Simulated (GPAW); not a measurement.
**ULDA (PW92)/sz(dzp) (scalar-relativistic datasets) run of CH4Ga (SMILES [CH3][GaH])**

Aim: a structure relaxation of CH4Ga. 

The results are computed with GPAW 26.7.0.

2 further runs of the same task are left out: 2 set aside as unsound or not needed.

### 1 The structure to begin with

CH4Ga: 6 atoms, total charge 0, spin state doublet. SMILES: `[CH3][GaH]`. All atoms were displaced at random from a relaxed shape. The run starts from this shape.

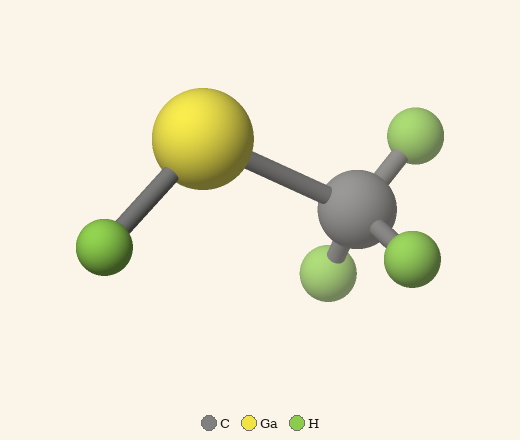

The structure, seen from a chosen angle (carbon grey, gallium yellow, hydrogen green).

### 2 A structure relaxation at ULDA (PW92)/sz(dzp) (scalar-relativistic datasets)

The input, CH4Ga.py:

```python
from ase import Atoms
from ase.io import write
from ase.optimize import MDMin
from gpaw import GPAW

molecule = Atoms(['C', 'Ga', 'H', 'H', 'H', 'H'],
    positions=[[ -0.016946,  -0.425339,  -0.539652],
               [  0.738167,   0.349152,   1.165316],
               [  0.555279,  -1.257047,  -0.889646],
               [ -1.017574,  -0.784433,  -0.295768],
               [ -0.071038,   0.329890,  -1.277574],
               [ -0.041405,   1.690283,   1.707715]])
molecule.center(vacuum=4.5)
molecule.set_initial_magnetic_moments([0.5, 0.5, 0.0, 0.0, 0.0, 0.0])

calc = GPAW(mode='lcao',
            symmetry='off',
            maxiter=150,
            xc='LDA',
            basis='sz(dzp)',
            h=0.2,
            occupations={'name': 'fermi-dirac', 'width': 0.0, 'fixmagmom': True},
            txt='CH4Ga.txt')
molecule.calc = calc

opt = MDMin(molecule, trajectory='CH4Ga.traj')
converged = opt.run(fmax=0.05, steps=100)
print('Converged:', converged)
print(f'Final energy = {molecule.get_potential_energy():.5f} eV')
print(f'r(Ga1-C0): {molecule.get_distance(1, 0):.4f} Ang')
print(f'r(H3-C0): {molecule.get_distance(3, 0):.4f} Ang')
write('relaxed.xyz', molecule)
```

Started as:

```console
$ python CH4Ga.py > CH4Ga.log
```

What it wrote:

```text
Step     Time          Energy          fmax
MDMin:    0 hh:mm:ss      -21.164908        4.807740
MDMin:    1 hh:mm:ss      -21.755631        1.835243
MDMin:    2 hh:mm:ss      -21.821690        0.514842
MDMin:    3 hh:mm:ss      -21.835940        0.794761
MDMin:    4 hh:mm:ss      -21.842151        0.471280
MDMin:    5 hh:mm:ss      -21.845693        0.156207
MDMin:    6 hh:mm:ss      -21.846507        0.114748
MDMin:    7 hh:mm:ss      -21.847629        0.120487
MDMin:    8 hh:mm:ss      -21.847372        0.309031
MDMin:    9 hh:mm:ss      -21.848291        0.214805
MDMin:   10 hh:mm:ss      -21.848919        0.070280
MDMin:   11 hh:mm:ss      -21.849115        0.063757
MDMin:   12 hh:mm:ss      -21.849387        0.057634
MDMin:   13 hh:mm:ss      -21.849388        0.161727
MDMin:   14 hh:mm:ss      -21.849591        0.137472
MDMin:   15 hh:mm:ss      -21.849855        0.051069
MDMin:   16 hh:mm:ss      -21.849953        0.048823
Converged: True
Final energy = -21.84995 eV
r(Ga1-C0): 2.0178 Ang
r(H3-C0): 1.1894 Ang
```

CH4Ga.txt, shortened:

```text
[...]
dipole moment: (0.102849, -0.153715, -0.046625)  # |e|*Ang
[...]
Converged in 5 steps
[...]
dipole moment: (0.102254, -0.153294, -0.046854)  # |e|*Ang
Total magnetic moment: (0.000000, 0.000000, 0.999981)
Local magnetic moments
|        x |        y |         z |
|----------|----------|-----------|
| 0.000000 | 0.000000 |  0.048869 |  # C    0
| 0.000000 | 0.000000 |  0.241460 |  # Ga   1
| 0.000000 | 0.000000 | -0.000951 |  # H    2
| 0.000000 | 0.000000 |  0.002124 |  # H    3
| 0.000000 | 0.000000 |  0.003299 |  # H    4
| 0.000000 | 0.000000 |  0.051852 |  # H    5
Fermi levels: -3.662, -4.694
Eigenvalues  # (at kpt = [0.000, 0.000, 0.000])
| band index |      eig [eV] | occ [0-1] |      eig [eV] | occ [0-1] |
|------------|---------------|-----------|---------------|-----------|
|          0 |       -17.349 |     1.000 |       -17.228 |     1.000 |
|          1 |       -11.296 |     1.000 |       -10.936 |     1.000 |
|          2 |       -10.365 |     1.000 |       -10.292 |     1.000 |
[... 8 lines of this table left out ...]
|         11 |         4.426 |     0.000 |         4.547 |     0.000 |
Gap: 1.175 eV
Transition (v -> c):
[...]
Forces  # eV/Ang
|        x |        y |        z |
|----------|----------|----------|
| -0.01988 |  0.00898 |  0.00871 |  # C    0
| -0.00367 |  0.01902 | -0.00118 |  # Ga   1
|  0.01159 | -0.00979 | -0.00155 |  # H    2
|  0.00452 | -0.01620 | -0.00922 |  # H    3
| -0.00190 | -0.01228 |  0.00568 |  # H    4
|  0.01802 |  0.02117 |  0.04014 |  # H    5
Force computation time: 0.074  # s
timing:  # [seconds]
  Total:  48.890  # ━━━━━━━━━━━━━━━━━━━━━━━━━━━━━━━━━━━━━━━━━━━━━━━━━━━━━━━━━
  Init:    2.348  # ━━╸
  SCF:    38.962  # ━━━━━━━━━━━━━━━━━━━━━━━━━━━━━━━━━━━━━━━━━━━━━╸
  Forces:  1.252  # ━╸
  Move:    6.218  # ━━━━━━━
```

Run time: 49 s. Hardware: 1 thread of Arm Neoverse V2, shared host; peak memory 0.62 GiB.

The path in brief:

```csv
step,energy from the first frame kept (eV),largest force (eV/Å)
0,0.0000,4.8077
1,-0.5907,1.8352
2,-0.6568,0.5148
3,-0.6710,0.7948
4,-0.6772,0.4713
5,-0.6808,0.1562
6,-0.6816,0.1147
7,-0.6827,0.1205
8,-0.6825,0.3090
9,-0.6834,0.2148
10,-0.6840,0.0703
11,-0.6842,0.0638
12,-0.6845,0.0576
13,-0.6845,0.1617
14,-0.6847,0.1375
15,-0.6849,0.0511
16,-0.6850,0.0488
```

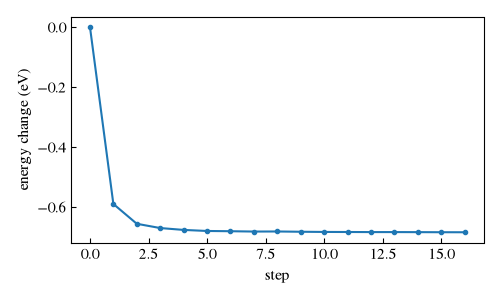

Energy along the run.

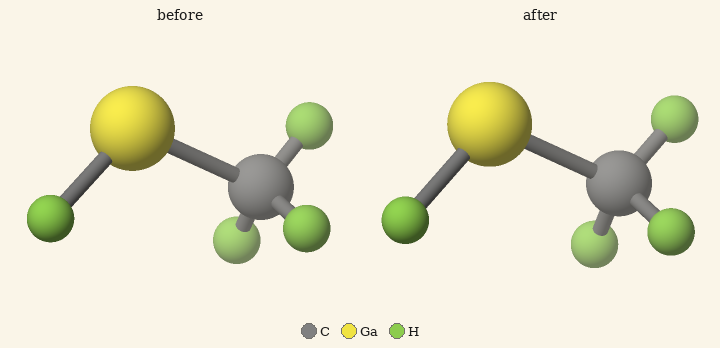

Before and after, at one scale.

After the run. Bond lengths: C1–Ga2 2.018 Å, C1–H3 1.182 Å, C1–H4 1.189 Å, C1–H5 1.189 Å, Ga2–H6 1.724 Å. Angles: C1–Ga2–H6 113.5°, Ga2–C1–H3 114.7°, Ga2–C1–H4 110.2°, Ga2–C1–H5 110.6°, H3–C1–H4 107.3°, H3–C1–H5 107.7°, H4–C1–H5 106.0°.

### 3 Summary of results

Level: ULDA (PW92)/sz(dzp) (scalar-relativistic datasets).

| quantity | value |
| --- | --- |
| energy as printed (from the program's reference atoms) | -21.8500 eV |
| dipole moment | 0.91 D |
| HOMO energy (highest over α and β) | -5.14 eV |
| LUMO energy (lowest over α and β) | -4.25 eV |

At the final geometry: Bond lengths: C1–Ga2 2.018 Å, C1–H3 1.182 Å, C1–H4 1.189 Å, C1–H5 1.189 Å, Ga2–H6 1.724 Å. Angles: C1–Ga2–H6 113.5°, Ga2–C1–H3 114.7°, Ga2–C1–H4 110.2°, Ga2–C1–H5 110.6°, H3–C1–H4 107.3°, H3–C1–H5 107.7°, H4–C1–H5 106.0°. The optimisation took 16 steps and changed the energy by -0.685 eV.
